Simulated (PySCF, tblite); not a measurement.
# C17H19N2+: electronic excitations, NMR shifts

Wanted: electronic excitations, NMR shifts for C17H19N2+ (`C[n+]1c2ccccc2nc2cccc(C(C)(C)C)c21`).

Programs: tblite 0.8.0 and PySCF 2.14.0, with routines of our own; each step states its level. All values are computed. Atoms count from 0.

## (1) The starting structure

38 atoms, charge 1, multiplicity 1; geometry from: force field, distance geometry or constructed start.

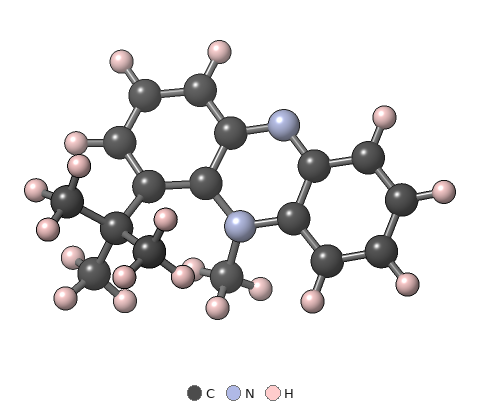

The starting geometry (carbon dark grey, nitrogen light blue, hydrogen pink).

## (2) Optimising the geometry with GFN2-xTB

The job: settings as JSON, then the geometry in Å.

```
{"job": {"kind": "relax", "xc": "GFN2-xTB", "basis": "xTB"}, "charge": 1, "multiplicity": 1}
C      0.167300    -1.053500    -1.823300
N      0.738100    -0.391400    -0.631200
C      2.057500    -0.673100    -0.338400
C      2.622700    -1.933900    -0.568000
C      3.970300    -2.165200    -0.280900
C      4.752300    -1.128100     0.205300
C      4.191900     0.132900     0.422500
C      2.854600     0.379700     0.167400
N      2.358000     1.599600     0.354700
C      1.036700     1.790300     0.216900
C      0.547900     3.065900     0.403300
C     -0.808300     3.331400     0.282700
C     -1.704100     2.284800     0.101100
C     -1.263200     0.943200    -0.006500
C     -2.324000    -0.165500     0.271700
C     -3.414800     0.324100     1.282600
C     -3.070700    -0.581900    -1.006000
C     -1.719000    -1.412300     0.975700
C      0.139300     0.742200    -0.133100
H     -0.566700    -0.388200    -2.283500
H     -0.263600    -2.011800    -1.542600
H      0.956800    -1.195500    -2.561000
H      2.036000    -2.770100    -0.919800
H      4.408700    -3.151000    -0.448600
H      5.810800    -1.291400     0.426200
H      4.812000     0.936500     0.809000
H      1.238600     3.882800     0.631500
H     -1.174300     4.352600     0.402800
H     -2.759000     2.541700     0.096000
H     -2.960000     0.742600     2.186900
H     -4.069000     1.081300     0.838100
H     -4.071100    -0.497800     1.587300
H     -3.449400     0.290900    -1.550900
H     -3.929700    -1.221900    -0.765100
H     -2.450900    -1.156800    -1.699100
H     -1.025500    -1.972400     0.354400
H     -1.181500    -1.119700     1.884000
H     -2.500800    -2.116400     1.265700
```

The run is started by

```console
$ OMP_NUM_THREADS=1 python large_run.py task.json out
```

This one command runs all jobs of the session in turn.

Output:

```text
step      E/eV     max force
  0   -1401.91545    2.367
  1   -1402.11739    1.114
  2   -1402.16441    0.394
  3   -1402.20011    0.377
  4   -1402.22146    0.355
  5   -1402.23656    0.220
  6   -1402.24644    0.246
  7   -1402.25375    0.263
  8   -1402.25989    0.209
  9   -1402.26417    0.099
 10   -1402.26690    0.096
 11   -1402.26889    0.119
 12   -1402.27068    0.114
 13   -1402.27241    0.081
 14   -1402.27403    0.073
 15   -1402.27556    0.090
 16   -1402.27713    0.089
 17   -1402.27882    0.081
 18   -1402.28056    0.084
 19   -1402.28214    0.061
 20   -1402.28341    0.057
 21   -1402.28450    0.063
 22   -1402.28565    0.078
 23   -1402.28686    0.076
 24   -1402.28799    0.057
 25   -1402.28894    0.054
 26   -1402.28987    0.055
 27   -1402.29100    0.083
 28   -1402.29251    0.093
 29   -1402.29434    0.100
 30   -1402.29621    0.081
 31   -1402.29787    0.082
 32   -1402.29925    0.074
 33   -1402.30043    0.068
 34   -1402.30147    0.052
 35   -1402.30239    0.054
 36   -1402.30316    0.055
 37   -1402.30384    0.050
 38   -1402.30453    0.053
 39   -1402.30529    0.052
 40   -1402.30612    0.056
 41   -1402.30704    0.056
 42   -1402.30815    0.062
 43   -1402.30954    0.073
 44   -1402.31105    0.077
 45   -1402.31226    0.058
 46   -1402.31303    0.057
 47   -1402.31361    0.048
 48   -1402.31419    0.052
 49   -1402.31472    0.048
 50   -1402.31510    0.046
 51   -1402.31539    0.036
 52   -1402.31564    0.032
 53   -1402.31594    0.029
 54   -1402.31613    0.029
 55   -1402.31635    0.029
 56   -1402.31656    0.029
 57   -1402.31680    0.028
 58   -1402.31700    0.026
 59   -1402.31717    0.026
 60   -1402.31733    0.027
 61   -1402.31750    0.027
 62   -1402.31766    0.024
 63   -1402.31780    0.022
 64   -1402.31792    0.021
 65   -1402.31804    0.024
 66   -1402.31816    0.023
 67   -1402.31825    0.018
```

Run time: 1.9 s. Hardware: 1 thread of AMD EPYC 7R13, shared host; peak memory 0.19 GiB.

Relaxation path:

| step | energy from step 0 (eV) | largest force (eV/Å) |
| --- | --- | --- |
| 0 | 0.0000 | 2.3666 |
| 1 | -0.2019 | 1.1143 |
| 2 | -0.2490 | 0.3942 |
| 3 | -0.2847 | 0.3771 |
| 4 | -0.3060 | 0.3550 |
| 5 | -0.3211 | 0.2202 |
| 6 | -0.3310 | 0.2457 |
| 7 | -0.3383 | 0.2632 |
| 8 | -0.3444 | 0.2089 |
| 13 | -0.3570 | 0.0815 |
| 18 | -0.3651 | 0.0837 |
| 23 | -0.3714 | 0.0758 |
| 28 | -0.3771 | 0.0926 |
| 33 | -0.3850 | 0.0686 |
| 38 | -0.3891 | 0.0534 |
| 43 | -0.3941 | 0.0736 |
| 48 | -0.3987 | 0.0521 |
| 53 | -0.4005 | 0.0295 |
| 58 | -0.4016 | 0.0262 |
| 63 | -0.4024 | 0.0222 |
| 64 | -0.4025 | 0.0211 |
| 65 | -0.4026 | 0.0238 |
| 66 | -0.4027 | 0.0232 |
| 67 | -0.4028 | 0.0187 |

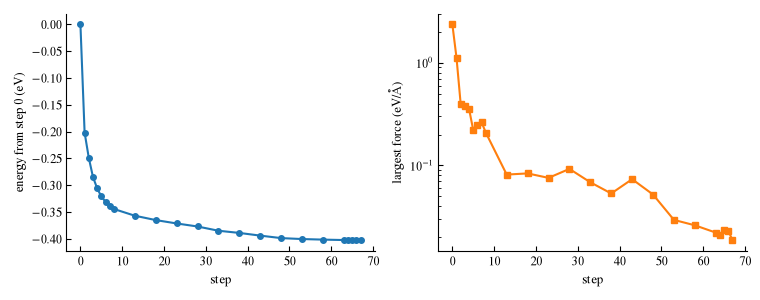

Energy and force, step by step.

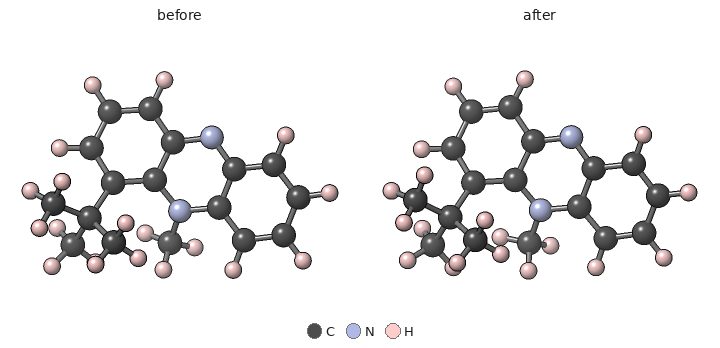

Before and after, at one scale.

Distances of close pairs at the start and the end, largest changes first:

| bond | before (Å) | after (Å) | change (Å) |
| --- | --- | --- | --- |
| C9–C10 | 1.379 | 1.415 | +0.037 |
| C12–C13 | 1.416 | 1.382 | -0.034 |
| C5–C6 | 1.397 | 1.363 | -0.034 |
| C6–C7 | 1.384 | 1.416 | +0.032 |
| C9–C18 | 1.423 | 1.453 | +0.029 |
| C0–N1 | 1.478 | 1.450 | -0.028 |
| C3–C4 | 1.397 | 1.371 | -0.026 |
| C10–C11 | 1.387 | 1.361 | -0.026 |

The next job starts from the end point, and lists it.

## (3) Harmonic vibrations with GFN2-xTB

The job: settings as JSON, then the geometry in Å.

```
{"job": {"kind": "ir", "xc": "GFN2-xTB", "basis": "xTB"}, "charge": 1, "multiplicity": 1}
C      0.116586    -1.098792    -1.777532
N      0.741364    -0.384231    -0.681231
C      2.040689    -0.661309    -0.392491
C      2.674549    -1.855459    -0.777586
C      3.977914    -2.083997    -0.418928
C      4.729709    -1.119406     0.280574
C      4.166466     0.074577     0.620145
C      2.816534     0.340682     0.285761
N      2.317155     1.551619     0.456401
C      1.029703     1.764959     0.275698
C      0.536413     3.084092     0.415824
C     -0.785899     3.319878     0.193773
C     -1.672187     2.237866     0.049737
C     -1.273610     0.916147    -0.020788
C     -2.316582    -0.173986     0.265549
C     -3.344058     0.402321     1.261514
C     -3.099459    -0.625671    -0.978643
C     -1.674950    -1.372127     0.977632
C      0.128261     0.702785    -0.135991
H     -0.784586    -0.572821    -2.076866
H     -0.128718    -2.129224    -1.521147
H      0.808414    -1.113097    -2.622018
H      2.126643    -2.624437    -1.297030
H      4.438025    -3.027468    -0.669437
H      5.755245    -1.333458     0.536152
H      4.708040     0.841784     1.148587
H      1.234400     3.850166     0.709632
H     -1.183991     4.321457     0.231271
H     -2.725740     2.464873     0.047574
H     -2.854749     0.944703     2.067626
H     -4.060364     1.057683     0.774971
H     -3.906430    -0.416421     1.702601
H     -3.305984     0.217897    -1.633612
H     -4.052378    -1.043777    -0.664426
H     -2.587229    -1.398785    -1.542684
H     -0.933011    -1.893367     0.385943
H     -1.210579    -1.050011     1.907632
H     -2.451810    -2.091253     1.223740
```

Output:

```text
mode    cm-1     km/mol
  1      38.3      0.15
  2      61.0      0.36
  3      69.8      0.90
  4     116.4      0.27
  5     141.7      1.44
  6     160.5      0.31
  7     174.2      1.81
  8     200.3      0.81
  9     217.4      1.40
 10     237.0      0.39
 11     256.9      2.10
 12     276.5      0.62
 13     286.4      0.63
 14     303.1      0.25
 15     322.6      0.37
 16     337.3      0.97
 17     359.7      0.31
 18     395.5      0.89
 19     412.6      1.52
 20     420.0      0.88
 21     440.4      2.08
 22     469.0      1.78
 23     489.3      1.58
 24     492.0      0.42
 25     525.6      1.18
 26     530.5      3.91
 27     542.1      4.74
 28     544.3      1.96
 29     604.1      4.78
 30     638.9      4.63
 31     648.3      1.95
 32     707.5      6.88
 33     732.6      3.06
 34     741.7      1.34
 35     769.4     55.65
 36     802.2     35.45
 37     853.0     10.57
 38     862.7      2.57
 39     870.7     14.77
 40     872.8      0.82
 41     891.6      2.16
 42     921.5      0.39
 43     927.1      0.70
 44     934.1      1.13
 45     952.7      6.83
 46     961.9      2.84
 47     969.2      6.35
 48     980.9     34.15
 49    1034.4      0.56
 50    1036.9      2.53
 51    1045.2      0.17
 52    1062.5      1.63
 53    1080.5      0.77
 54    1092.4      6.97
 55    1101.7      5.16
 56    1140.8     11.53
 57    1152.4      5.99
 58    1169.2     15.25
 59    1195.3      1.10
 60    1206.6     12.77
 61    1226.3      5.92
 62    1229.2      2.95
 63    1242.1     18.24
 64    1280.6     23.57
 65    1282.9     34.29
 66    1303.6     24.08
 67    1317.7      5.64
 68    1341.3     11.11
 69    1360.7     21.66
 70    1383.7     59.09
 71    1404.4      4.71
 72    1411.2      5.66
 73    1414.4      8.79
 74    1424.4     27.93
 75    1432.6     14.94
 76    1447.4     17.14
 77    1459.8     13.96
 78    1466.2      5.54
 79    1485.6      1.66
 80    1487.1      3.77
 81    1499.4     14.35
 82    1502.3     15.80
 83    1504.9     35.87
 84    1510.0      5.45
 85    1519.7      3.38
 86    1520.6     13.18
 87    1526.8     12.30
 88    1573.1      0.69
 89    1591.9      3.08
 90    2997.9      1.32
 91    3013.8      0.77
 92    3033.3      1.60
 93    3036.2     30.24
 94    3038.2     13.05
 95    3044.0     12.60
 96    3048.8     12.62
 97    3054.1     16.37
 98    3059.1     24.18
 99    3066.4     13.25
100    3079.6      3.34
101    3100.5     26.46
102    3102.3      0.44
103    3107.8      1.78
104    3112.2      4.10
105    3117.9      2.29
106    3122.2      1.51
107    3125.4      2.81
108    3126.4      3.74
```

Wall time 6.4 s (1 thread of AMD EPYC 7R13, shared host); peak memory 0.19 GiB.

The strongest bands and the atoms that carry them (share of the mass-weighted mode):

| cm⁻¹ | km/mol | atoms |
| --- | --- | --- |
| 769 | 55.6 | H23 21 %, H22 20 %, H24 19 %, H25 12 % |
| 802 | 35.5 | H26 28 %, H27 23 %, H28 18 % |
| 981 | 34.1 | C18 16 %, C13 15 % |
| 1283 | 34.3 | N1 23 %, C2 11 % |
| 1384 | 59.1 | C7 16 %, C6 14 %, C2 13 %, C3 10 % |
| 1424 | 27.9 | C18 16 %, C2 13 %, C3 11 % |
| 1505 | 35.9 | H35 11 % |
| 3036 | 30.2 | H29 41 %, H36 32 % |

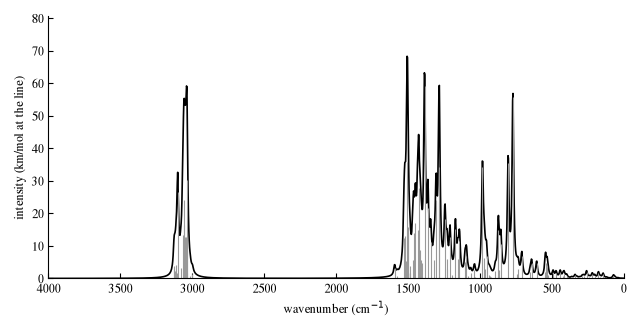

The infrared spectrum from these modes, unscaled. Lines are broadened to a width of 14 cm⁻¹ (Lorentzian).

## (4) Electronic excitations: TDA wB97X-D/6-31G*

Settings changed since step 3:

```diff
@@ -1,2 +1,2 @@
-{"job": {"kind": "ir", "xc": "GFN2-xTB", "basis": "xTB"}, "charge": 1, "multiplicity": 1}
+{"job": {"kind": "uv", "basis": "6-31G*", "grid": 1, "kgrid": 0, "vcut": 1.5, "nstates": 8, "ntriplets": 3, "tda": true, "delta": ["ip_vertical", "ea_vertical"], "pop": true, "xc": "wB97X-D"}, "charge": 1, "multiplicity": 1}
 C      0.116586    -1.098792    -1.777532
```

Level: TDA wB97X-D/6-31G*, vertical, gas phase, core orbitals frozen in the response, virtual orbitals cut by energy.

Output:

```text
start: PBE on a coarse grid of 30344 points
cycle   1  E = -767.4915127955  dE =  3.083e+00  |g| = 9.197e-01  |ddm| = 6.511e+00
cycle   2  E = -766.3802222520  dE =  1.111e+00  |g| = 2.207e+00  |ddm| = 3.461e+00
cycle   3  E = -767.6347806668  dE = -1.255e+00  |g| = 5.506e-01  |ddm| = 2.927e+00
cycle   4  E = -767.7122322935  dE = -7.745e-02  |g| = 1.901e-01  |ddm| = 8.489e-01
cycle   5  E = -767.7155241747  dE = -3.292e-03  |g| = 1.601e-01  |ddm| = 4.057e-01
cycle   6  E = -767.7223211651  dE = -6.797e-03  |g| = 4.500e-02  |ddm| = 2.192e-01
cycle   7  E = -767.7228438506  dE = -5.227e-04  |g| = 1.446e-02  |ddm| = 6.005e-02
cycle   8  E = -767.7228982112  dE = -5.436e-05  |g| = 3.953e-03  |ddm| = 1.793e-02
final grid: 130954 points
cycle   9  E = -768.2266186497  dE = -1.135e-02  |g| = 4.258e-02  |ddm| = 7.227e-01
cycle  10  E = -768.2273043422  dE = -6.857e-04  |g| = 2.746e-02  |ddm| = 1.332e-01
cycle  11  E = -768.2275033730  dE = -1.990e-04  |g| = 9.711e-03  |ddm| = 3.984e-02
cycle  12  E = -768.2275436822  dE = -4.031e-05  |g| = 4.614e-03  |ddm| = 1.899e-02
cycle  13  E = -768.2275499832  dE = -6.301e-06  |g| = 1.335e-03  |ddm| = 7.835e-03
cycle  14  E = -768.2275526610  dE = -2.678e-06  |g| = 9.545e-04  |ddm| = 2.880e-03
cycle  15  E = -768.2275508674  dE =  1.794e-06  |g| = 2.478e-04  |ddm| = 2.104e-03
cycle  16  E = -768.2275532649  dE = -2.398e-06  |g| = 1.168e-04  |ddm| = 7.124e-04
cycle  17  E = -768.2275517479  dE =  1.517e-06  |g| = 4.583e-05  |ddm| = 3.012e-04
converged SCF energy = -768.2275517479
Vertical ionisation energy (delta-SCF) = 11.8430 eV   <S^2> = 0.781
Vertical electron affinity (delta-SCF) = 5.5546 eV   <S^2> = 0.790

Static polarisability (au): isotropic 198.367, principal 98.189 193.526 303.385

Singlet excitations
state   eV       nm        f      main configurations
  1   2.9352    422.4   0.04987   H->L 0.81, H-3->L 0.13
  2   3.4542    358.9   0.03550   H-3->L 0.70, H->L 0.12
  3   3.8488    322.1   0.32378   H-1->L 0.73, H->L+1 0.15
  4   3.8824    319.3   0.01940   H-2->L 0.86
  5   5.3346    232.4   0.92845   H->L+1 0.61, H-1->L 0.08
  6   5.4873    225.9   0.03632   H-4->L 0.66, H-6->L 0.19
  7   5.5600    223.0   0.01605   H-6->L 0.38, H-4->L 0.17, H-5->L 0.13
  8   5.7480    215.7   0.13479   H-6->L 0.25, H-5->L 0.23, H-7->L 0.14

Triplet excitations (Tamm-Dancoff, eV): 1.8729 2.4786 2.7928
```

It took 3 min on 1 thread of AMD EPYC 7R13, shared host; peak memory 0.6 GiB.

Frontier orbitals and where they lie:

| orbital | eV | atoms |
| --- | --- | --- |
| HOMO−4 | -14.25 | C15 24 %, C14 23 %, C17 16 % |
| HOMO−3 | -13.53 | N8 52 %, C9 6 %, C18 6 % |
| HOMO−2 | -13.10 | C6 19 %, C3 15 %, C5 15 % |
| HOMO−1 | -12.64 | C4 16 %, C7 15 %, C9 15 % |
| HOMO | -11.94 | C13 18 %, C10 16 %, N1 10 % |
| LUMO | -5.43 | N8 21 %, N1 13 %, C12 10 % |
| LUMO+1 | -3.03 | C18 19 %, C11 13 %, C7 12 % |
| LUMO+2 | -2.10 | C13 18 %, C10 16 %, C3 11 % |
| LUMO+3 | -1.77 | C6 17 %, C3 16 %, C2 15 % |

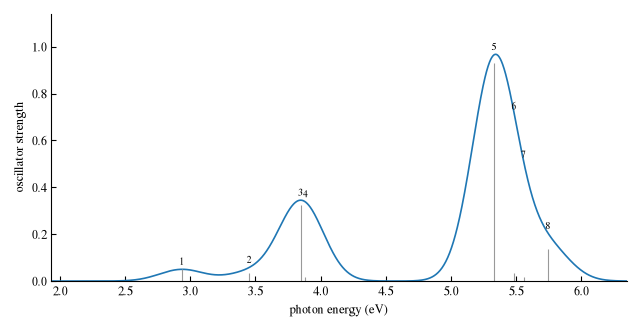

Absorption spectrum from the 8 singlet states computed; above the last one it falls off for lack of states. Lines are broadened to a width of 0.40 eV (Gaussian).

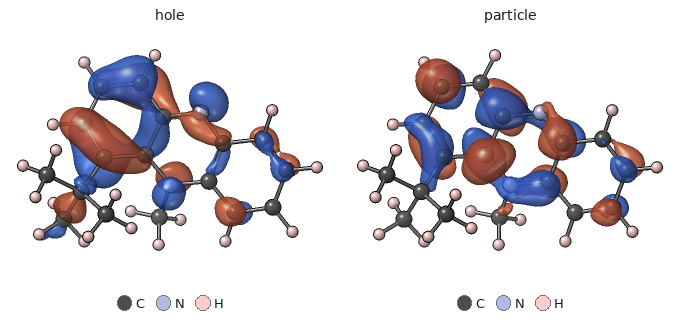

Leading natural transition orbitals of singlet state 5: the electron leaves the hole (left) for the particle orbital (right).

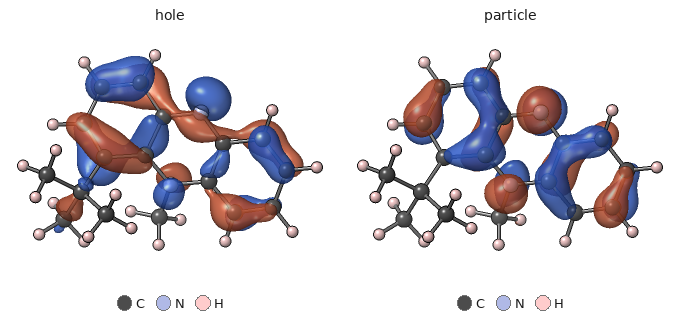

Leading natural transition orbitals of singlet state 1: the electron leaves the hole (left) for the particle orbital (right).

Ground-state properties from the same run:

| property | computed |
| --- | --- |
| polarisability (Å³) | 29.39 |
| HOMO–LUMO gap (eV) | 6.51 |
| −ε(HOMO) (eV) | 11.94 |

The fields below are evaluated on a grid from the run's orbitals.

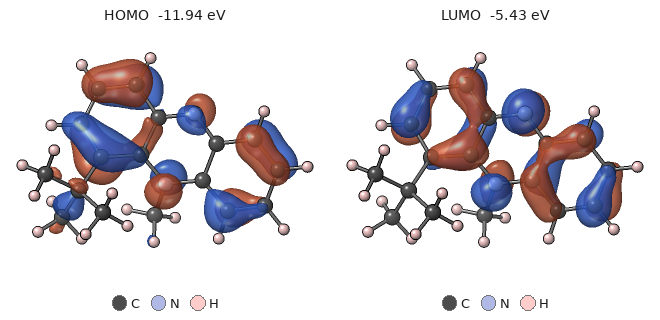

wB97X-D/6-31G* orbitals near the gap, drawn at the value that encloses 70 % of each; the two colours are the two signs.

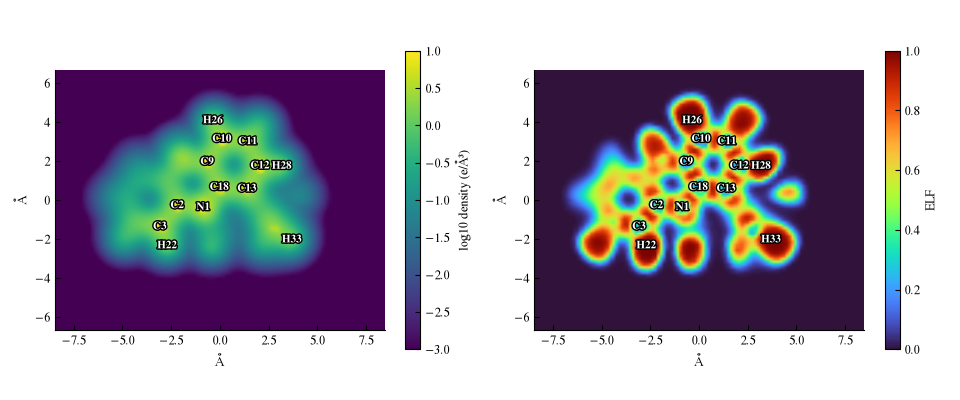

Density (left) and ELF (right) in a plane through or near 13 of the atoms.

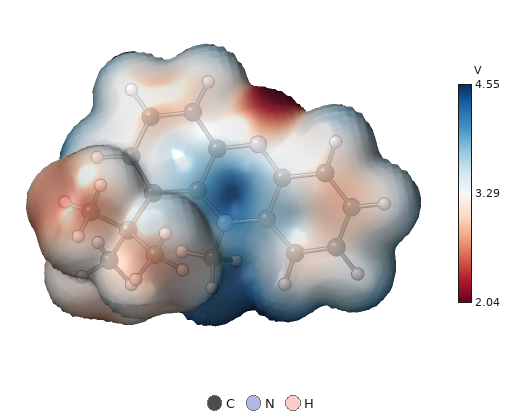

The potential that a unit positive charge feels on the 0.002 e/bohr³ surface, from the 1st to the 99th percentile, from 2.04 V near N8 to 4.55 V near H22.

[end of part 1 of 2]
